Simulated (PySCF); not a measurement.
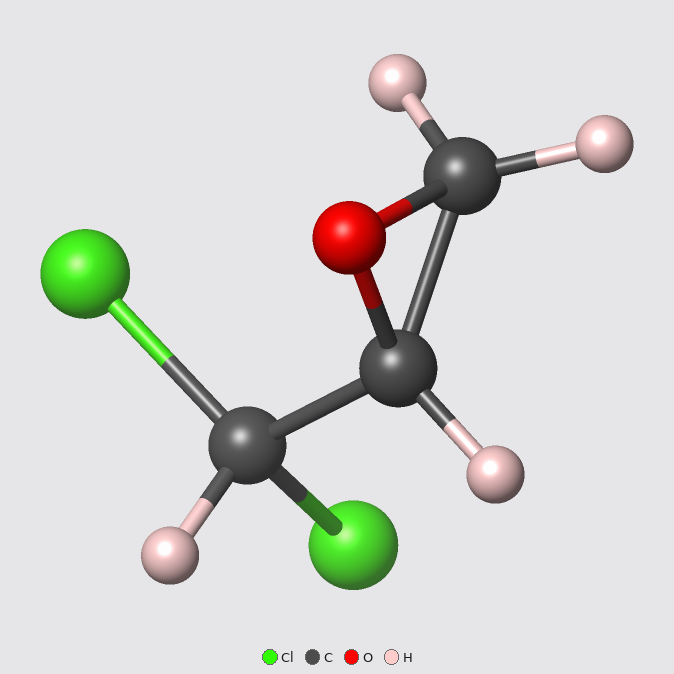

The computed structure is the end point of a GFN2-xTB optimisation. No frequency run is at hand to confirm it as a minimum.

> Count the atoms of each element.

C₃H₄Cl₂O, 10 atoms: 3 carbon, 4 hydrogen, 2 chlorine and 1 oxygen.

> Does it have rings?

Independent rings (smallest set): 1 of 3 members.

> How many bonds of each kind are drawn?

4 C–H, 2 C–Cl, 2 C–C, 2 C–O.

The parts below concern this one geometry. Atoms keep their numbers from picture to picture.

## Geometry

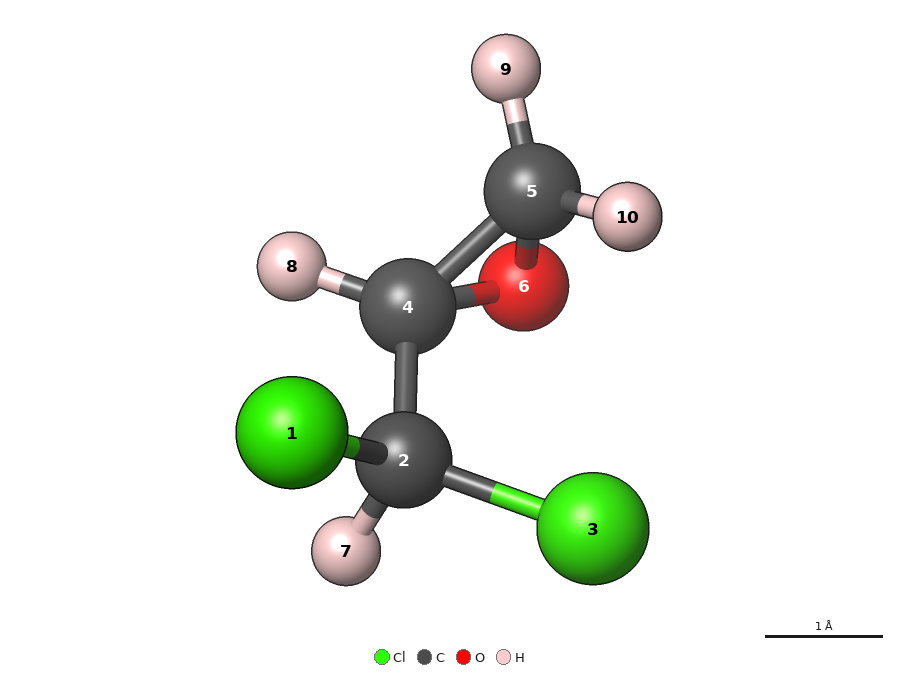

No frequency run is at hand to confirm it as a minimum.

Which atoms are bonded, and how long are the bonds?

```csv
bond,length (Å),order
Cl1–C2,1.782,single
C2–Cl3,1.771,single
C2–C4,1.512,single
C2–H7,1.093,single
C4–C5,1.464,single
C4–O6,1.388,single
C4–H8,1.089,single
C5–O6,1.399,single
C5–H9,1.084,single
C5–H10,1.083,single
```

## NMR shielding

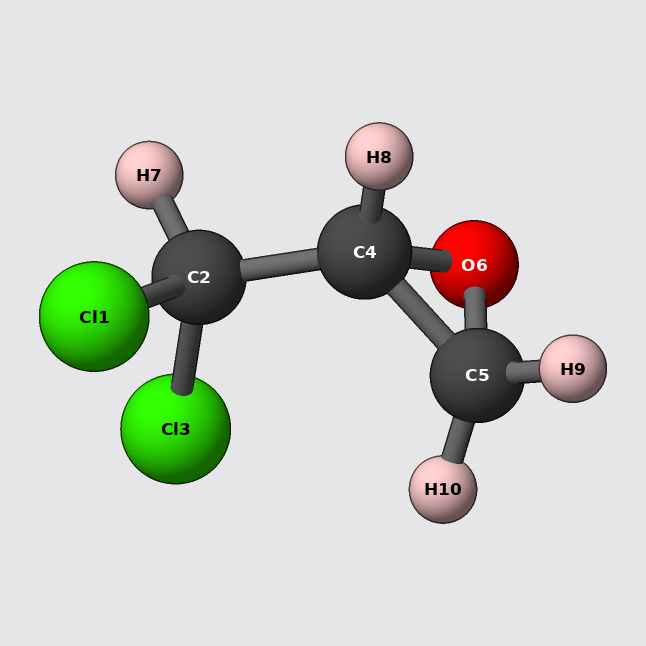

No frequency run is at hand to confirm it as a minimum. Properties computed with GIAO PBE0/pcSseg-1 NMR shielding, non-relativistic, gas phase (PySCF 2.14.0). Principal shieldings σ11 ≤ σ22 ≤ σ33, span Ω = σ33 − σ11, skew κ = 3(σiso − σ22)/Ω.

Give the shielding tensors of the O atoms.

| atom | σ11 | σ22 | σ33 | σiso | Ω | κ |
| --- | --- | --- | --- | --- | --- | --- |
| O6 | 143.2 | 349.8 | 409.5 | 300.8 | 266.2 | −0.55 |

Shieldings and span in ppm.

## Polarisability

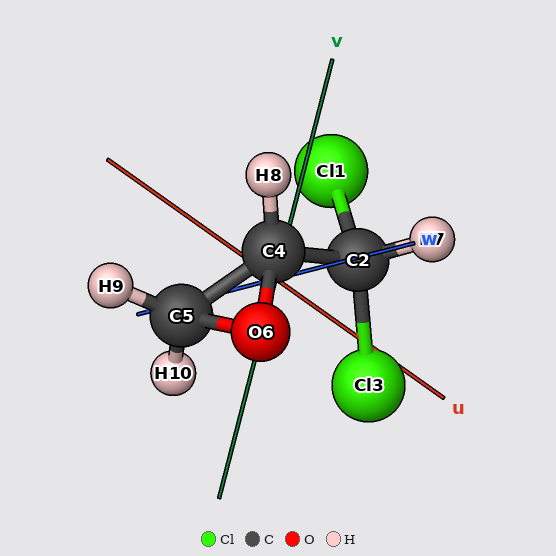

The lines u, v and w are the principal axes of the static dipole polarisability. No frequency run is at hand to confirm it as a minimum. Level of theory: PBE0/def2-SVPD (PySCF 2.14.0).

> Along which axis is the molecule most polarisable, and along which least?

Most along v, least along w.

> Give the three principal values.

u 66.8, v 72.8, w 56.7 bohr³; mean 65.4, anisotropy 14.1 bohr³.

## Quadrupole coupling

No frequency run is at hand to confirm it as a minimum. Electric field gradients from the ground-state density, PBE0/pcSseg-1 (PySCF 2.14.0), non-relativistic apart from any core potentials.

Give the largest field-gradient component, the quadrupole coupling constant and the asymmetry for 35Cl at Cl1 (Q = −81.7 mb), 35Cl at Cl3 (Q = −81.7 mb), 17O at O6 (Q = −25.6 mb), 2H at H7 (Q = 2.86 mb), 2H at H8 (Q = 2.86 mb), 2H at H9 (Q = 2.86 mb), 2H at H10 (Q = 2.86 mb).

| atom | V_zz (a.u.) | e²qQ/h (MHz) | η |
| --- | --- | --- | --- |
| Cl1 | 4.117 | −79.0 | 0.04 |
| Cl3 | 4.161 | −79.9 | 0.01 |
| O6 | −2.234 | 13.43 | 0.04 |
| H7 | 0.286 | 0.192 | 0.03 |
| H8 | 0.302 | 0.203 | 0.09 |
| H9 | 0.314 | 0.211 | 0.06 |
| H10 | 0.312 | 0.210 | 0.06 |
